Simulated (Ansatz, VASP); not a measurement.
# KI: VASP beside Ansatz, part 2 of 2

Aim: how closely do two programs agree when they are given the same cell, functional and k mesh? The cell is taken from a series of VASP runs on this material, whose earlier steps may have relaxed, scaled or displaced it; both programs get it as it stands. Valence electrons are named where the data sets of a main pair hold unlike numbers.

VASP 6.6.1 and Ansatz 0.2.0.

So far. Step 2 (VASP: band structure, r2SCAN): The run ends at a pressure of 0.20 GPa.

**6. VASP: band structure, LDA**

Level of this step: LDA; plane waves and PAW (I, K_sv) (VASP).

The same cell, functional (in two slightly different forms), mesh and smearing now go to VASP, with its own data sets.

Input file INCAR:

```
SYSTEM = KI
PREC = Accurate
ENCUT = 350
EDIFF = 1E-06
NELM = 100
ISMEAR = 0
SIGMA = 0.03
LREAL = .FALSE.
ALGO = Normal
GGA = CA
NBANDS = 20
LORBIT = 11
LWAVE = .FALSE.
LCHARG = .FALSE.
KPAR = 4
LASPH = .TRUE.
```

Input file POSCAR:

```
KI
1.0
    0.0000000000      3.4146498496      3.4146498496
    3.4146498496      0.0000000000      3.4146498496
    3.4146498496      3.4146498496      0.0000000000
I K
1 1
Direct
    0.5000000000      0.5000000000      0.5000000000
    0.0000000000      0.0000000000      0.0000000000
```

Input file KPOINTS:

```
Automatic mesh
0
Gamma
6 6 6
0 0 0
```

Input file KPOINTS_OPT:

```
Line mode
10
Line-mode
Reciprocal
  0.00000000   0.00000000   0.00000000 GAMMA
  0.50000000   0.00000000   0.50000000 X

  0.50000000   0.00000000   0.50000000 X
  0.50000000   0.25000000   0.75000000 W

  0.50000000   0.25000000   0.75000000 W
  0.37500000   0.37500000   0.75000000 K

  0.37500000   0.37500000   0.75000000 K
  0.00000000   0.00000000   0.00000000 GAMMA

  0.00000000   0.00000000   0.00000000 GAMMA
  0.50000000   0.50000000   0.50000000 L

  0.50000000   0.50000000   0.50000000 L
  0.62500000   0.25000000   0.62500000 U

  0.62500000   0.25000000   0.62500000 U
  0.50000000   0.25000000   0.75000000 W

  0.50000000   0.25000000   0.75000000 W
  0.50000000   0.50000000   0.50000000 L

  0.50000000   0.50000000   0.50000000 L
  0.37500000   0.37500000   0.75000000 K

  0.62500000   0.25000000   0.62500000 U
  0.50000000   0.00000000   0.50000000 X
```

PAW data sets: I and K_sv (LDA family, release 64).

Run with:

```
mpirun -np 4 vasp_std
```

Numbers of over 12 decimals in the logs are rounded to 6 here.

The log of the run:

```text
[banner, memory and clock lines left out]
running    4 mpi-ranks, on    1 nodes
[...]
LDA part: xc-table for (Slater(with rela. corr.)+CA(PZ))
 , standard interpolation
 POSCAR, INCAR and KPOINTS ok, starting setup
[...]
entering main loop
       N       E                     dE             d eps       ncg     rms          rms(c)
DAV:   1     0.718843145621E+02    0.71884E+02   -0.50905E+03   640   0.509E+02
DAV:   2    -0.213744031008E+01   -0.74022E+02   -0.70281E+02   828   0.160E+02
DAV:   3    -0.612190123569E+01   -0.39845E+01   -0.39647E+01   888   0.295E+01
DAV:   4    -0.625191144920E+01   -0.13001E+00   -0.12992E+00   920   0.520E+00
[...]
DAV:  10    -0.616614655990E+01   -0.19917E-04   -0.35416E-05   836   0.293E-02    0.272E-02
DAV:  11    -0.616614497168E+01    0.15882E-05   -0.70346E-06   772   0.165E-02    0.145E-02
DAV:  12    -0.616614567731E+01   -0.70562E-06   -0.20288E-06   704   0.602E-03
   1 F= -.61661457E+01 E0= -.61661457E+01  d E =-.175768E-17
 Start KPOINTS_OPT (optional k-point list driver)
k-point batch [1-16\100]
       N       E                     dE             ncg
DAV:   1    -0.113082174278E+04   -0.56040E+04      640
DAV:   2    -0.236337386030E+04   -0.12326E+04      832
DAV:   3    -0.242431133973E+04   -0.60937E+02      860
DAV:   4    -0.242720345274E+04   -0.28921E+01      980
DAV:   5    -0.242722733176E+04   -0.23879E-01      860
DAV:   6    -0.242722817431E+04   -0.84255E-03      940
DAV:   7    -0.242722818094E+04   -0.66233E-05      868
DAV:   8    -0.242722818107E+04   -0.13504E-06      624
[...]
k-point batch [97-100\100]
       N       E                     dE             ncg
DAV:   1     0.433674835079E+04   -0.18289E+04      160
DAV:   2     0.405456159060E+04   -0.28219E+03      196
DAV:   3     0.404158549435E+04   -0.12976E+02      216
DAV:   4     0.404078117337E+04   -0.80432E+00      220
DAV:   5     0.404077533937E+04   -0.58340E-02      220
DAV:   6     0.404077518953E+04   -0.14984E-03      236
DAV:   7     0.404077518836E+04   -0.11680E-05      224
DAV:   8     0.404077518834E+04   -0.22638E-07      140
```

From OUTCAR (step 6):

```text
  Total       -0.0402724     -0.0402724     -0.0402724      0.0000000      0.0000000      0.0000000
  in kB       -0.8103071     -0.8103071     -0.8103071      0.0000000      0.0000000      0.0000000
  external PRESSURE =      -0.8103071 kB  Pullay stress =       0.0000000 kB

 POSITION                                       TOTAL-FORCE (eV/Angst)
 -----------------------------------------------------------------------------------
      3.41465      3.41465      3.41465        -0.000000      0.000000      0.000000
      0.00000      0.00000      0.00000         0.000000     -0.000000     -0.000000
 -----------------------------------------------------------------------------------
    total drift:                               -0.000000      0.000000      0.000000

  FREE ENERGIE OF THE ION-ELECTRON SYSTEM (eV)
  ---------------------------------------------------
  free  energy   TOTEN  =        -6.1661456773 eV

  energy  without entropy=       -6.1661456773  energy(sigma->0) =       -6.16614568

[... 1 part as in an earlier step ...]

[... 2 further parts left out ...]
[key lines of the parts left out:]
E-fermi :   0.1229
```

The run ends at a pressure of -0.08 GPa.

**7. Side by side**

What differs besides the data sets and the points named for the pairs above, as far as they apply: the two LDA forms differ slightly; the data sets hold 26 valence electrons in Ansatz (on its default PAW (the set named soft_2) files) and 16 in VASP; the cutoff is 420 eV in Ansatz and 350 eV in VASP; VASP's log shows a relativistic correction to its local exchange, Ansatz's none. Total energies have different zeros and are not compared.

Compared:

```
                     quantity  Ansatz   VASP  difference
               pressure (GPa)   -0.08  -0.08        0.00
gap over the path points (eV)   3.856  3.866      -0.010
```

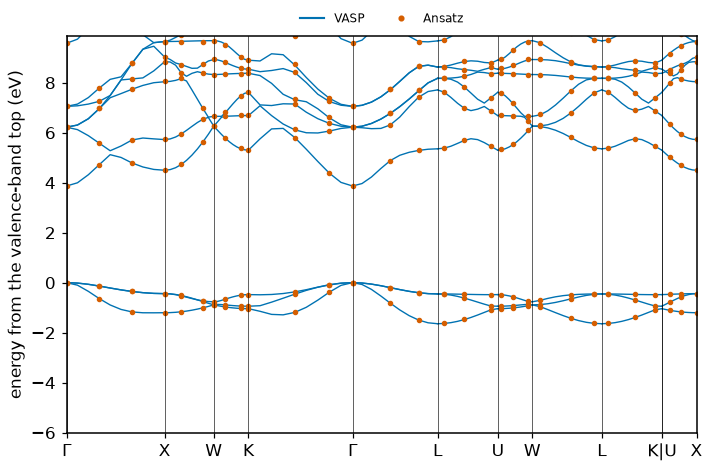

Bands from VASP (lines) and levels from Ansatz (dots). Dots without a line are higher empty bands that the VASP plot leaves out.

Levels at points of the path, from each program's valence-band top (eV; 3 filled, then empty):

```
k (reciprocal lattice)                            Ansatz                              VASP
     0.000 0.000 0.000     0.00 0.00 0.00 3.85 6.24 6.24     0.00 0.00 0.00 3.87 6.22 6.22
     0.167 0.000 0.167  -0.64 -0.14 -0.14 4.71 5.60 6.98  -0.64 -0.14 -0.14 4.72 5.58 6.96
     0.333 0.000 0.333  -1.17 -0.35 -0.35 4.81 5.71 7.76  -1.17 -0.35 -0.35 4.79 5.71 7.74
     0.500 0.000 0.500  -1.20 -0.44 -0.44 4.51 5.73 8.06  -1.20 -0.44 -0.44 4.50 5.72 8.04
     0.500 0.083 0.583  -1.16 -0.53 -0.51 4.74 5.95 8.18  -1.17 -0.53 -0.51 4.72 5.94 8.16
     0.500 0.194 0.694  -1.00 -0.75 -0.73 5.64 6.55 6.99  -1.01 -0.76 -0.73 5.63 6.54 6.97
     0.500 0.250 0.750  -0.89 -0.89 -0.76 6.28 6.28 6.67  -0.89 -0.89 -0.77 6.26 6.26 6.65
     0.458 0.292 0.750  -0.97 -0.89 -0.66 5.79 6.67 6.81  -0.97 -0.89 -0.66 5.78 6.66 6.80
     0.403 0.347 0.750  -1.03 -0.93 -0.50 5.37 6.69 7.48  -1.03 -0.94 -0.50 5.36 6.68 7.47
     0.375 0.375 0.750  -1.04 -0.94 -0.48 5.32 6.70 7.62  -1.04 -0.94 -0.48 5.30 6.68 7.61
```

Among the levels compared at these points, filled levels agree within 5 meV and empty ones within 25 meV. Ansatz's pressure holds a Pulay correction of 0.02 GPa; VASP's holds none.

**8. VASP: band structure, r2SCAN, spin-orbit coupling**

The same path points are solved in both programs, so levels can be compared one by one. The cell compared in this pair holds 87.57 Å³, against 79.63 Å³ for the pair before.

Input file INCAR:

```
SYSTEM = KI
PREC = Accurate
ENCUT = 350
EDIFF = 1E-06
NELM = 100
ISMEAR = 0
SIGMA = 0.03
LREAL = .FALSE.
ALGO = Normal
METAGGA = R2SCAN
LASPH = .TRUE.
LNONCOLLINEAR = .TRUE.
MAGMOM = 0 0 0 0 0 0
NBANDS = 28
GGA_COMPAT = .FALSE.
LSORBIT = .TRUE.
LORBIT = 11
LWAVE = .FALSE.
LCHARG = .FALSE.
KPAR = 4
```

Input file POSCAR:

```
KI
1.0
    0.0000000000      3.5245500000      3.5245500000
    3.5245500000      0.0000000000      3.5245500000
    3.5245500000      3.5245500000      0.0000000000
I K
1 1
Direct
    0.5000000000      0.5000000000      0.5000000000
    0.0000000000      0.0000000000      0.0000000000
```

KPOINTS is that of step 6.

KPOINTS_OPT is that of step 6.

PAW data sets: I and K_sv (PBE family, release 64).

Run with:

```
mpirun -np 4 vasp_ncl
```

The log of the run:

```text
[banner, memory and clock lines left out]
running    4 mpi-ranks, on    1 nodes
[...]
[... a notice as in an earlier step ...]

 LDA part: xc-table for (None), standard interpolation
 POSCAR, INCAR and KPOINTS ok, starting setup
[...]
entering main loop
       N       E                     dE             d eps       ncg     rms          rms(c)
DAV:   1     0.487924197606E+02    0.48792E+02   -0.53671E+03   896   0.730E+02
DAV:   2    -0.306528835738E+02   -0.79445E+02   -0.75674E+02  1064   0.210E+02
DAV:   3    -0.372111124897E+02   -0.65582E+01   -0.65221E+01  1480   0.513E+01
DAV:   4    -0.374584087386E+02   -0.24730E+00   -0.24646E+00  1308   0.887E+00
[...]
DAV:  12    -0.340978763027E+02   -0.45062E-04   -0.12304E-05   964   0.258E-02    0.210E-02
DAV:  13    -0.340979154481E+02   -0.39145E-04   -0.35892E-05   928   0.517E-02    0.285E-03
DAV:  14    -0.340979154968E+02   -0.48710E-07   -0.22634E-07   980   0.373E-03
   1 F= -.34097915E+02 E0= -.34097915E+02  d E =-.173178E-25  mag=    -0.0000    -0.0000    -0.0000
 Start KPOINTS_OPT (optional k-point list driver)
k-point batch [1-16\100]
       N       E                     dE             ncg
DAV:   1    -0.122940025912E+04   -0.51280E+04      896
DAV:   2    -0.259889764670E+04   -0.13695E+04     1088
DAV:   3    -0.270530841986E+04   -0.10641E+03     1472
DAV:   4    -0.270812885854E+04   -0.28204E+01     1272
DAV:   5    -0.270819759420E+04   -0.68736E-01     1344
DAV:   6    -0.270819897655E+04   -0.13823E-02     1264
DAV:   7    -0.270819900464E+04   -0.28095E-04     1368
DAV:   8    -0.270819900527E+04   -0.63033E-06      900
[...]
k-point batch [97-100\100]
       N       E                     dE             ncg
DAV:   1     0.414064581751E+04   -0.17724E+04      224
DAV:   2     0.381124789166E+04   -0.32940E+03      264
DAV:   3     0.378617528636E+04   -0.25073E+02      384
DAV:   4     0.378556150179E+04   -0.61378E+00      328
DAV:   5     0.378554660059E+04   -0.14901E-01      368
DAV:   6     0.378554634568E+04   -0.25490E-03      352
DAV:   7     0.378554634094E+04   -0.47439E-05      368
DAV:   8     0.378554634086E+04   -0.75635E-07      232
```

Parts of OUTCAR (step 8):

```text
  Total        0.1170154      0.1170154      0.1170154      0.0000000     -0.0000000      0.0000000
  in kB        2.1409799      2.1409799      2.1409799      0.0000000     -0.0000000      0.0000000
  external PRESSURE =       2.1409799 kB  Pullay stress =       0.0000000 kB

 POSITION                                       TOTAL-FORCE (eV/Angst)
 -----------------------------------------------------------------------------------
      3.52455      3.52455      3.52455        -0.000000      0.000000      0.000000
      0.00000      0.00000      0.00000         0.000000     -0.000000     -0.000000
 -----------------------------------------------------------------------------------
    total drift:                                0.000000      0.000000      0.000000

  FREE ENERGIE OF THE ION-ELECTRON SYSTEM (eV)
  ---------------------------------------------------
  free  energy   TOTEN  =       -34.0979154968 eV

  energy  without entropy=      -34.0979154968  energy(sigma->0) =      -34.09791550

 magnetization (x)
# of ion       s       p       d       tot
------------------------------------------
    1        0.000   0.000  -0.000   0.000
    2       -0.000   0.000   0.000  -0.000
--------------------------------------------------
tot         -0.000   0.000  -0.000   0.000

 magnetization (y)
# of ion       s       p       d       tot
------------------------------------------
    1       -0.000   0.000  -0.000   0.000
    2       -0.000   0.000   0.000  -0.000
--------------------------------------------------
tot         -0.000   0.000   0.000   0.000

 magnetization (z)
# of ion       s       p       d       tot
------------------------------------------
    1        0.000  -0.000   0.000  -0.000
    2       -0.000   0.000  -0.000  -0.000
--------------------------------------------------
tot         -0.000  -0.000  -0.000  -0.000

[... 1 part as in an earlier step ...]

[... 2 further parts left out ...]
[key lines of the parts left out:]
E-fermi :  -0.1930
```

The run ends at a pressure of 0.21 GPa.

**9. Ansatz: band structure, r2SCAN, spin-orbit coupling**

The same cell, functional, mesh and smearing now go to Ansatz, which takes its cutoff from its data sets.

The cell is taken from a series of VASP runs on this material, whose earlier steps may have relaxed, scaled or displaced it; both programs get it as it stands.

Input file input.yaml:

```yaml
crystal:
  lattice:
    - [0.0, 3.52455, 3.52455]
    - [3.52455, 0.0, 3.52455]
    - [3.52455, 3.52455, 0.0]
  atoms:
    - { symbol: I, position: [0.5, 0.5, 0.5] }
    - { symbol: K, position: [0.0, 0.0, 0.0] }
hamiltonian:
  xc: r2scan
  pseudopotentials: { kind: paw_fr }
magnetization:
  noncollinear: true
  spin_orbit: true
kpoints:
  mp_grid: { grid: [6, 6, 6] }
  band_path:
    path:
      - [0.0, 0.0, 0.0]
      - [0.16667, 0.0, 0.16667]
      - [0.33333, 0.0, 0.33333]
      - [0.5, 0.0, 0.5]
      - [0.5, 0.08333, 0.58333]
      - [0.5, 0.19444, 0.69444]
      - [0.5, 0.25, 0.75]
      - [0.45833, 0.29167, 0.75]
      - [0.40278, 0.34722, 0.75]
      - [0.375, 0.375, 0.75]
      - [0.20833, 0.20833, 0.41667]
      - [0.08333, 0.08333, 0.16667]
      - [0.0, 0.0, 0.0]
      - [0.22222, 0.22222, 0.22222]
      - [0.38889, 0.38889, 0.38889]
      - [0.51389, 0.47222, 0.51389]
      - [0.55556, 0.38889, 0.55556]
      - [0.61111, 0.27778, 0.61111]
      - [0.61111, 0.25, 0.63889]
      - [0.56944, 0.25, 0.68056]
      - [0.51389, 0.25, 0.73611]
      - [0.5, 0.27778, 0.72222]
      - [0.5, 0.38889, 0.61111]
      - [0.5, 0.47222, 0.52778]
      - [0.48611, 0.48611, 0.52778]
      - [0.43056, 0.43056, 0.63889]
      - [0.38889, 0.38889, 0.72222]
      - [0.59722, 0.19444, 0.59722]
      - [0.55556, 0.11111, 0.55556]
      - [0.5, 0.0, 0.5]
    npoints: 1
scf:
  occupations: { method: gaussian, width: 0.03 }
  n_extra_bands: 14
output:
  forces: true
  stress: true
  eigenvalues: true
  write_density: true
  write_potential: true
  elf: true
  volumetric_format: npy
```

Run with:

```
ansatz run input.yaml --threads 2 --pin off --max-ram 4608MiB --backend cpu --events-out ev --progress --plain --runs-dir out
```

The log of the run:

```text
[...]
non-collinear run that drives no moment, with spin-orbit: no starting moment large enough to seed its density (crystal.atoms[].spin), no starting occupations that ask for one, no magnetisation constraint and no magnetic field, so the semilocal B_xc is pinned to zero
Crystal: 2 atoms, lattice volume = 87.567 Å³
[...]
k-point 0: bands = [... 22 lower, 2.2964, 2.2964, 2.2964, 2.2964, 6.6105, 6.6105, 9.0316, 9.0316, ... 10 higher]
  k-point 1: bands = [... 22 lower, 1.9843, 1.9843, 2.1971, 2.1971, 7.2271, 7.2271, 8.9319, 8.9319, ... 10 higher]
  k-point 2: bands = [... 22 lower, 1.6033, 1.6033, 2.0135, 2.0135, 7.8945, 7.8945, 9.6177, 9.6177, ... 10 higher]
  k-point 15: bands = [... 22 lower, 1.4735, 1.4735, 1.6898, 1.6898, 8.1148, 8.1148, 9.1333, 9.1333, ... 10 higher]
[key lines of the parts left out:]
SCF converged after 7 iterations
Magnetization: |M| = 0.0000 μB,  M = (+0.0000, +0.0000, +0.0000) μB
Free energy (F): -9061.397960 eV
Fermi energy:    4.453529 eV
P = ⅓ Tr σ = 0.2475 GPa (2.475 kbar)
```

Elapsed: 44 s, on 2 threads of Arm Neoverse N1, shared host; peak memory 0.83 GiB; 86 s of CPU time.

**10. Comparison**

What differs besides the data sets and the points named for the pairs above, as far as they apply: spin-orbit coupling enters by fully relativistic files in Ansatz and inside the spheres in VASP; the data sets hold 26 valence electrons in Ansatz (on its fully relativistic PAW (standard-fr) files) and 16 in VASP. Total energies have different zeros and are not compared.

Compared:

```
                     quantity  Ansatz   VASP  difference
               pressure (GPa)    0.25   0.21       +0.03
gap over the path points (eV)   4.314  4.312      +0.002
```

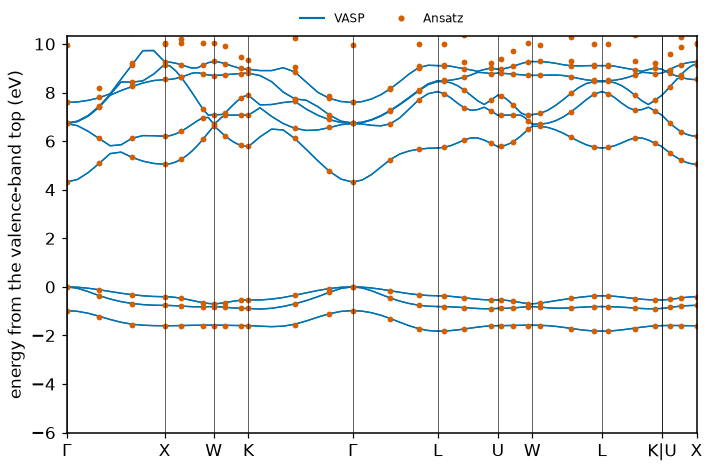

Bands from VASP (lines) and levels from Ansatz (dots). Dots without a line are higher empty bands that the VASP plot leaves out.

Levels at points of the path, from each program's valence-band top (eV; 6 filled, then empty):

```
k (reciprocal lattice)                                                             Ansatz                                                               VASP
     0.000 0.000 0.000      -1.01 -1.01 0.00 0.00 0.00 0.00 4.31 4.31 6.74 6.74 6.74 6.74      -0.98 -0.98 0.00 0.00 0.00 0.00 4.31 4.31 6.72 6.72 6.72 6.72
     0.167 0.000 0.167  -1.24 -1.24 -0.36 -0.36 -0.12 -0.12 5.09 5.09 6.11 6.11 7.41 7.41  -1.21 -1.21 -0.36 -0.36 -0.12 -0.12 5.08 5.08 6.10 6.10 7.40 7.40
     0.333 0.000 0.333  -1.56 -1.56 -0.69 -0.69 -0.32 -0.32 5.34 5.34 6.11 6.11 8.26 8.26  -1.54 -1.54 -0.69 -0.69 -0.32 -0.32 5.33 5.33 6.11 6.11 8.24 8.24
     0.500 0.000 0.500  -1.62 -1.62 -0.77 -0.77 -0.41 -0.41 5.05 5.05 6.20 6.20 8.54 8.54  -1.60 -1.60 -0.77 -0.77 -0.41 -0.41 5.05 5.05 6.20 6.20 8.53 8.53
     0.500 0.083 0.583  -1.61 -1.61 -0.79 -0.79 -0.47 -0.47 5.25 5.25 6.40 6.40 8.63 8.63  -1.59 -1.59 -0.79 -0.79 -0.47 -0.47 5.25 5.25 6.40 6.40 8.63 8.63
     0.500 0.194 0.694  -1.60 -1.60 -0.82 -0.82 -0.65 -0.65 6.07 6.07 6.96 6.96 7.32 7.32  -1.58 -1.58 -0.82 -0.82 -0.65 -0.65 6.07 6.07 6.96 6.96 7.32 7.32
     0.500 0.250 0.750  -1.60 -1.60 -0.81 -0.81 -0.70 -0.70 6.61 6.61 6.71 6.71 7.09 7.09  -1.58 -1.58 -0.81 -0.81 -0.70 -0.70 6.61 6.61 6.70 6.70 7.09 7.09
     0.458 0.292 0.750  -1.61 -1.61 -0.84 -0.84 -0.65 -0.65 6.21 6.21 7.06 7.06 7.17 7.17  -1.58 -1.58 -0.84 -0.84 -0.65 -0.65 6.21 6.21 7.06 7.06 7.17 7.17
     0.403 0.347 0.750  -1.62 -1.62 -0.88 -0.88 -0.55 -0.55 5.83 5.83 7.07 7.07 7.76 7.76  -1.59 -1.59 -0.88 -0.88 -0.55 -0.55 5.83 5.83 7.07 7.07 7.76 7.76
     0.375 0.375 0.750  -1.62 -1.62 -0.89 -0.89 -0.54 -0.54 5.78 5.78 7.07 7.07 7.88 7.88  -1.60 -1.60 -0.89 -0.89 -0.54 -0.54 5.77 5.77 7.07 7.07 7.88 7.88
```

Among the levels compared at these points, filled levels agree within 28 meV and empty ones within 15 meV. Ansatz's pressure holds a Pulay correction of 0.01 GPa; VASP's holds none.

**11. What came out**

| Item | Value |
| --- | --- |
| largest difference of a filled level at the path points (band structure, r2SCAN) | 3.8 meV |
| largest difference of a filled level at the path points (band structure, LDA) | 5 meV |
| largest difference of a filled level at the path points (band structure, r2SCAN, spin-orbit coupling) | 28 meV |

What this shows: The largest difference of a filled level at the path points is 28 meV (band structure, r2SCAN, spin-orbit coupling), within the 80 meV picked in this series as the mark of a large difference. The data sets hold unlike numbers of valence electrons (26 in Ansatz and 16 in VASP), so part of the differences comes from the potentials. 2 further runs of this series are not shown here. Such differences can come from data sets, numerical settings and the points named under the comparisons, not from the functional's error against experiment.

[Lines on the potential files, build, host, timing and source positions are cut from VASP's logs without a mark.]

[Logs are printed without paths, hosts, clocks, repeated set-up lines and the standing remarks that a program may print on its own settings, such as how far it seeks lower states.]

[Hosts, paths, dates, database ids (printed as entryN), source tags and the programs' standing remarks are cut or masked in the printed files.]
